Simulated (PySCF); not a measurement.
Consider C$_{5}$H$_{7}$ClSSi.

Input

```
{"job": {"kind": "uv", "xc": "PBE0", "basis": "def2-SVPD", "nstates": 8, "ntriplets": 3}, "charge": 0, "multiplicity": 1}
C     -2.505103     0.117832     0.602014
Si    -1.385972    -0.804544    -0.620641
C      0.410212    -0.390494    -0.235218
S      1.543563    -1.572831     0.323662
C      2.818058    -0.422157     0.388349
C      2.409631     0.812850     0.003095
C      1.040091     0.814433    -0.347990
Cl     0.217811     2.224432    -0.887711
H     -2.328572     1.189174     0.567412
H     -3.551310    -0.052153     0.366854
H     -2.337139    -0.212238     1.623847
H     -1.515600    -2.256808    -0.475850
H     -1.651972    -0.392326    -2.002398
H      3.793542    -0.730432     0.707023
H      3.038346     1.683251    -0.034361
```

Launched as:

```sh
OMP_NUM_THREADS=1 python probes_run.py task.json out
```

Geometry: GFN2-xTB.

Level of theory: PBE0/def2-SVPD, SCF density, gas phase (PySCF 2.14.0).

**What can the converged electron density and electron localisation function tell about the bonding?**

C–C (1.36 Å): ρ at the midpoint is about 2.2 e/Å³; the ELF peaks at about 0.95 between the atoms: a covalent bond.
C–S (1.72 Å): ρ at the midpoint is about 1.5 e/Å³; the ELF peaks at about 0.90 between the atoms; a covalent bond.
C–Cl (1.72 Å): ρ at the midpoint is about 1.5 e/Å³; the ELF peaks at about 0.90 between the atoms; a covalent bond.
C–Si (1.88 Å): the density is about 0.92 e/Å³ at the midpoint; the ELF peaks at about 0.95 between the atoms: localised, covalent bonding.

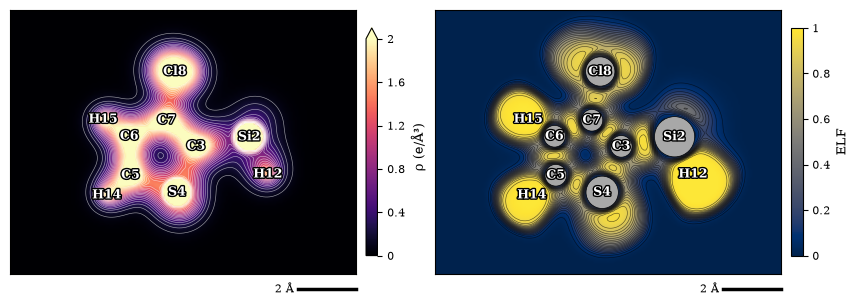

Computed electron density and electron localisation function on the plane of atoms C5, C6 and C7, in this order. Grey discs cover the atomic cores in the ELF map. 
